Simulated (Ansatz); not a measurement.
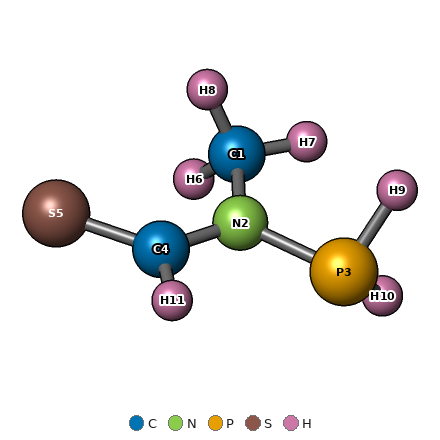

The system is C₂H₆NPS, SMILES CN(P)C=S; the picture shows the reference structure. Coordinates scanned: (1) dihedral C1–N2–C4–S5; (2) dihedral C1–N2–P3–H9. Nothing is relaxed (all other coordinates rigid). Grid: 18 × 18 points. Points are written as (first, second). Energies are in kcal/mol, from the lowest grid point. All numbers below come from RHF/def2-SVP (Ansatz).

Its coordinates:

```xyz
11

C    -0.3408    0.9077    0.6673
N     0.0103   -0.1998   -0.2159
P     1.3870   -1.2239    0.0804
C    -0.7512   -0.4471   -1.2961
S    -2.0824    0.3635   -1.7802
H    -0.3390    1.8473    0.1167
H     0.3813    0.9622    1.4767
H    -1.3378    0.7625    1.0807
H     1.1709   -1.5044    1.4469
H     2.3606   -0.2306    0.3214
H    -0.3936   -1.2945   -1.8773
```

Range: dihedral C1–N2–C4–S5 from −180 to 160°; dihedral C1–N2–P3–H9 from −180 to 160°.

**What will the energy surface look like?**

The lowest grid point is at (0°, 40°). Higher local minima lie near (0°, −140°) (2.2 kcal/mol above the lowest at that grid point); (−180°, −140°) (4.5 kcal/mol above the lowest at that grid point); (−180°, −20°) (5.4 kcal/mol above the lowest at that grid point). The highest grid point, (−80°, 140°), lies 32.4 kcal/mol above the lowest. On the interpolated surface the easiest way out of the lowest well to the well at about (0°, −130°) passes a barrier of about 6.3 kcal/mol. Round the minimum the valley is somewhat tilted: raising dihedral C1–N2–C4–S5 shifts the best value of dihedral C1–N2–P3–H9 downwards (coupling k₁₂/√(k₁₁k₂₂) about 0.2).

```tsv
dihedral C1–N2–P3–H9 ↓, dihedral C1–N2–C4–S5 →	−160	−120	−80	−40	0	40	80	120	160
160	11.8	24.5	31.6	16.6	5.7	14.6	30.0	25.0	10.8
120	8.0	24.7	31.7	16.0	5.8	16.5	31.8	25.7	9.0
80	6.7	21.1	27.7	11.8	2.1	14.0	28.8	22.3	9.3
40	7.9	19.8	26.4	11.2	0.0	10.4	26.0	19.5	7.1
0	9.5	24.1	30.7	15.7	4.0	13.6	29.5	22.9	6.9
−40	8.9	25.7	31.5	15.9	6.1	16.8	32.4	25.3	9.7
−80	12.0	24.0	28.5	13.6	4.9	15.3	29.7	23.0	11.2
−120	8.2	20.5	24.1	10.9	2.3	11.2	24.2	19.5	6.4
−160	7.8	20.3	26.0	12.6	3.2	11.8	25.6	22.1	10.7
```

The table holds every second grid line.

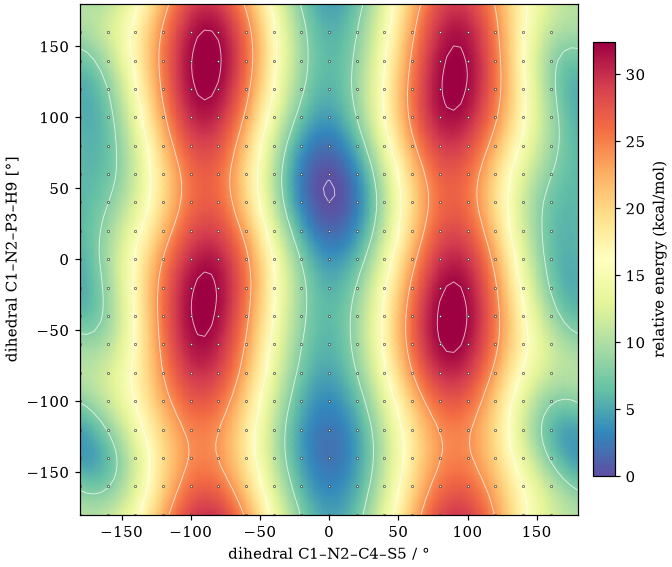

Drawn: a smooth colour map with a few white contour lines, dots at the grid points. Between grid points the surface is interpolated.

Each point was launched as `ansatz run input.yaml --threads 1 --pin off --max-ram 2560MiB --backend cpu --events-out ev --progress --plain --runs-dir out`. Time for the 324 points that were run: 12 min on 1 thread of Arm Neoverse V2, with other jobs on the host.
